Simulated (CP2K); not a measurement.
# C2HClF2 (SMILES F/C=C(/F)Cl), run twice

Aim: energy and forces of C2HClF2 at PM6.

The calculation is run with CP2K 2026.2.

3 further runs of the same task are left out: 3 that didn't finish.

## (1) The molecule

C2HClF2 has 6 atoms, charge 0, and is taken as a singlet. As SMILES, `F/C=C(/F)Cl`. Geometry: relaxed at GFN2-xTB.

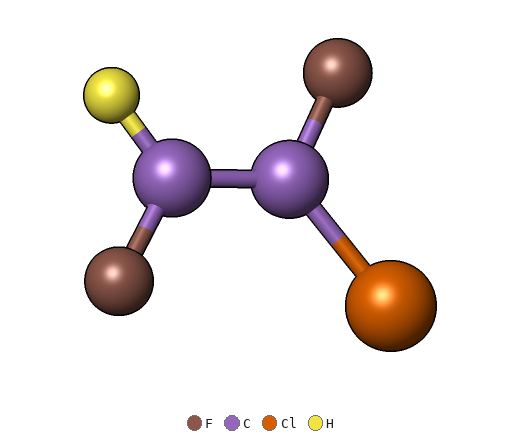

Viewed from a chosen angle; fluorine brown, carbon purple, chlorine orange, hydrogen yellow.

## (2) First attempt

The input, qs.inp:

```
&GLOBAL
  PROJECT_NAME qs
  RUN_TYPE ENERGY_FORCE
  PRINT_LEVEL MEDIUM
&END GLOBAL

&FORCE_EVAL
  METHOD Quickstep
  &DFT
    CHARGE 0
    MULTIPLICITY 1
    ! Quickstep
    &QS
      METHOD PM6
      EPS_DEFAULT 1.0E-10
      &SE
        &COULOMB
          CUTOFF [angstrom] 50
          RC_RANGE [angstrom] 0
        &END COULOMB
        &EXCHANGE
          CUTOFF [angstrom] 50
          RC_RANGE [angstrom] 0
        &END EXCHANGE
      &END SE
    &END QS
    &POISSON
      PERIODIC NONE
      POISSON_SOLVER ANALYTIC
    &END POISSON
    ! self-consistent field
    &SCF
      SCF_GUESS ATOMIC
      EPS_SCF 1.0E-06
      MAX_SCF 89
      ADDED_MOS 4
      &DIAGONALIZATION
        ALGORITHM STANDARD
      &END DIAGONALIZATION
      &MIXING
        METHOD DIRECT_P_MIXING
        ALPHA 0.4
      &END MIXING
    &END SCF
    ! extra output
    &PRINT
      &MOMENTS
        PERIODIC F
        REFERENCE COM
        MAX_MOMENT 1
      &END MOMENTS
      &MO ON
        ENERGIES T
        OCCUPATION_NUMBERS T
        NDIGITS 6
        &EACH
          QS_SCF 0
        &END EACH
        ADD_LAST NUMERIC
      &END MO
      &HIRSHFELD OFF
      &END HIRSHFELD
    &END PRINT
  &END DFT
  ! atoms, cell and kinds
  &SUBSYS
    &CELL
      ABC [angstrom] 17.7 15.4 18.5
      PERIODIC NONE
    &END CELL
    &COORD
      F     -2.886727     1.687639    -0.317701
      C     -1.003199     0.463909     0.820954
      C      0.934677    -0.471789    -0.466195
      F      2.770754    -1.682007     0.776866
      Cl     1.391330    -0.311710    -3.658396
      H     -1.206836     0.313959     2.844491
    &END COORD
    &TOPOLOGY
      &CENTER_COORDINATES
      &END CENTER_COORDINATES
    &END TOPOLOGY
  &END SUBSYS
  &PRINT
    &FORCES ON
    &END FORCES
  &END PRINT
&END FORCE_EVAL
```

On the command line:

```console
OMP_NUM_THREADS=1 cp2k.psmp -i qs.inp > qs.out 2>&1
```

The program printed:

```text
CP2K| version string:                                       CP2K version 2026.2
[...]
 GLOBAL| Method name                                                        CP2K
[...]
 GLOBAL| Run type                                                   ENERGY_FORCE
[...]
                             - Atoms:                                          6
[...]
                             - Spherical basis functions:                     26
[...]
 Number of electrons:                                                         30
[...]
     1 P_Mix/Diag. 0.40E+00    0.0     0.98889231       -50.0893329590 -5.01E+01
[...]
    40 DIIS/Diag.  0.22E-06    0.0     0.00000078       -52.5184192768 -1.04E-12
  *** SCF run converged in    40 steps ***
  Core-core repulsion energy [eV]:                           1213.18611941754671
  Core Hamiltonian energy [eV]:                             -2406.78853975491484
  Two-electron integral energy [eV]:                         -470.99289228592750
  Electronic energy [eV]:                                   -2642.28498589787841
  Total energy [eV]:                                        -1429.09886648033171
  Atomic reference energy [eV]:                              1450.85042176340926
  Heat of formation [kcal/mol]:                               501.60282076550391
[...]
 SE_DIPOLE| Moment [Debye]          2.55257188      -0.15758661      -9.85389003
 SE_DIPOLE| Derivative [a.u.]       0.00000000       0.00000000       0.00000000
 ENERGY| Total FORCE_EVAL ( QS ) energy [hartree]            -52.518419276791789
 FORCES| Atomic forces [hartree/bohr]
 FORCES|   Atom     x               y               z               |f|
 FORCES|      1  4.13311690E-02 -2.71676742E-02  2.73775913E-02   5.65321197E-02
 FORCES|      2 -3.58219523E-02  1.27955593E-02  5.80415805E-02   6.93957035E-02
 FORCES|      3  4.15448487E-02 -2.19404862E-02 -1.32039702E-02   4.88027070E-02
 FORCES|      4 -4.46022662E-02  2.88836975E-02 -2.62796213E-02   5.92810984E-02
 FORCES|      5 -5.49338639E-03 -1.89514172E-03  3.81691093E-02   3.86089337E-02
 FORCES|      6  3.04158721E-03  9.32404538E-03 -8.41046896E-02   8.46746000E-02
 FORCES| Sum    -2.08166817E-16  2.46330734E-16  1.66533454E-16
 FORCES| Total atomic force                                       3.62967830E-16
[...]
```

Run time: 1.8 s. Hardware: 1 thread of Intel Xeon Platinum 8259CL at 2.50GHz (Skylake/Cascade Lake), shared host; peak memory 0.19 GiB.

## (3) Reading the log

The program ended normally, but the settings are unsound, so its numbers aren't properties of the molecule.

The fault: numbers in bohr are read as ångström, which stretches the molecule by 1.89. As the program read them, the closest atoms are 2.04 Å apart, against 1.08 Å in the sound input.

## (4) Try two

The input, job.inp:

```
&GLOBAL
  PROJECT job
  RUN_TYPE ENERGY_FORCE
  PRINT_LEVEL MEDIUM
&END GLOBAL
&FORCE_EVAL
  METHOD Quickstep
  &DFT
    &QS
      METHOD PM6
      EPS_DEFAULT 1.0E-10
      &SE
        &COULOMB
          CUTOFF [angstrom] 50
          RC_RANGE [angstrom] 0
        &END COULOMB
        &EXCHANGE
          CUTOFF [angstrom] 50
          RC_RANGE [angstrom] 0
        &END EXCHANGE
      &END SE
    &END QS
    &POISSON
      PERIODIC NONE
      POISSON_SOLVER ANALYTIC
    &END POISSON
    &SCF
      SCF_GUESS ATOMIC
      EPS_SCF 1.0E-06
      MAX_SCF 100
      ADDED_MOS 4
      &DIAGONALIZATION
        ALGORITHM STANDARD
      &END DIAGONALIZATION
      &MIXING
        METHOD DIRECT_P_MIXING
        ALPHA 0.4
      &END MIXING
    &END SCF
    &PRINT
      &MOMENTS
        PERIODIC F
        REFERENCE COM
        MAX_MOMENT 1
      &END MOMENTS
      &MO ON
        ENERGIES T
        OCCUPATION_NUMBERS T
        NDIGITS 6
        &EACH
          QS_SCF 0
        &END EACH
        ADD_LAST NUMERIC
      &END MO
      &HIRSHFELD OFF
      &END HIRSHFELD
    &END PRINT
  &END DFT
  &SUBSYS
    &CELL
      ABC 15 13.8 15.4
      PERIODIC NONE
    &END CELL
    &COORD
      SCALED T
      F    0.40020633   0.56460652   0.50306688
      C    0.46665433   0.51768116   0.54219351
      C    0.53501967   0.48180072   0.49796429
      F    0.59979367   0.43539348   0.54067857
      Cl   0.55112967   0.48793913   0.38827338
      H    0.45947033   0.51193116   0.61172662
    &END COORD
  &END SUBSYS
  &PRINT
    &FORCES ON
    &END FORCES
  &END PRINT
&END FORCE_EVAL
```

On the command line:

```console
OMP_NUM_THREADS=1 cp2k.psmp -i job.inp > job.out 2>&1
```

The program printed:

```text
CP2K| version string:                                       CP2K version 2026.2
[...]
 GLOBAL| Method name                                                        CP2K
[...]
 GLOBAL| Run type                                                   ENERGY_FORCE
[...]
                             - Atoms:                                          6
[...]
                             - Spherical basis functions:                     26
[...]
 Number of electrons:                                                         30
[...]
     1 P_Mix/Diag. 0.40E+00    0.0     0.70855619       -48.9464679967 -4.89E+01
[...]
    18 DIIS/Diag.  0.24E-06    0.0     0.00000055       -53.4520469255 -1.56E-11
  *** SCF run converged in    18 steps ***
  Core-core repulsion energy [eV]:                           2096.24984286962854
  Core Hamiltonian energy [eV]:                             -2385.03895817349985
  Two-electron integral energy [eV]:                        -2331.43010300938249
  Electronic energy [eV]:                                   -3550.75400967819087
  Total energy [eV]:                                        -1454.50416680856233
  Atomic reference energy [eV]:                              1450.85042176340926
  Heat of formation [kcal/mol]:                               -84.25736905500814
[...]
 SE_DIPOLE| Moment [Debye]          0.12641293       0.03722130      -0.83122424
 SE_DIPOLE| Derivative [a.u.]       0.00000000       0.00000000       0.00000000
 ENERGY| Total FORCE_EVAL ( QS ) energy [hartree]            -53.452046925505023
 FORCES| Atomic forces [hartree/bohr]
 FORCES|   Atom     x               y               z               |f|
 FORCES|      1  5.36327667E-03 -2.70491284E-03 -2.69367711E-03   6.58309854E-03
 FORCES|      2 -6.57588690E-03  2.88229344E-03  6.59452756E-03   9.74872800E-03
 FORCES|      3  9.64257865E-03 -3.94847226E-03 -1.16268376E-02   1.56125945E-02
 FORCES|      4 -1.27169241E-03  1.00044061E-03 -2.14423973E-03   2.68623287E-03
 FORCES|      5 -2.31240266E-03  8.21835840E-04  3.71408339E-03   4.45163292E-03
 FORCES|      6 -4.84587335E-03  1.94881520E-03  6.15614349E-03   8.07331851E-03
 FORCES| Sum     5.82867088E-16  1.07552856E-16  1.22124533E-15
 FORCES| Total atomic force                                       1.35747626E-15
[...]
```

Run time: 1.7 s. Hardware: 1 thread of Intel Xeon Platinum 8259CL at 2.50GHz (Skylake/Cascade Lake), shared host; peak memory 0.19 GiB.

## (5) Outcome

At PM6:

| quantity | value |
| --- | --- |
| total energy | -53.45205 Eh |
| dipole moment | 0.84 D |
| HOMO energy | -10.45 eV |
| LUMO energy | -0.18 eV |
| HOMO–LUMO gap | 10.27 eV |
| heat of formation at this unrelaxed shape | -84.3 kcal/mol |
| largest force on an atom | 0.803 eV/Å |

**Reading.** The first attempt's energy was +25.405 eV off this one. The largest force is 0.80 eV/Å: the shape isn't a stationary point for this species at this level.
